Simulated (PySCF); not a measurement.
Molecule: SMILES c1coc(Cc2cccs2)c1 (C9H8OS). Atoms near the plane z = 0.8 Å, at the GFN2-xTB optimised geometry (x, y, z in Å): C1 (-0.3, -1.6, 0.0), C2 (1.0, -1.6, 0.0), O3 (1.5, -0.4, 0.0), C4 (0.4, 0.5, 0.0), C5 (0.7, 1.9, -0.1), C11 (-0.7, -0.2, 0.0), H12 (-1.0, -2.5, 0.0), H13 (1.7, -2.4, 0.0), H14 (1.6, 2.2, 0.4), H15 (-0.1, 2.5, 0.5), H19 (-1.7, 0.1, 0.0).

Method: PySCF 2.14.0 with CAM-B3LYP/def2-SVP. The values are rescaled to run from 0 to 1.

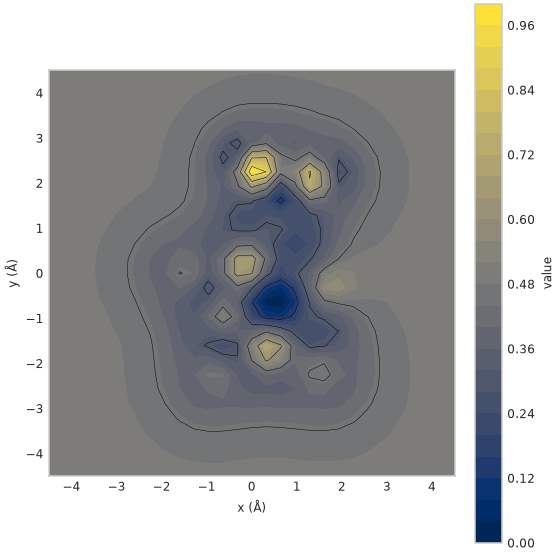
Fig. 1. a field on the plane z = 0.8 Å.

Which quantity is mapped?
A. electrostatic potential
B. Laplacian of the electron density
C. deformation density (molecule minus spherical neutral atoms)
D. log10 of the electron density

C, deformation density (molecule minus spherical neutral atoms). In full: deformation density (molecule minus spherical neutral atoms) (e/bohr³).
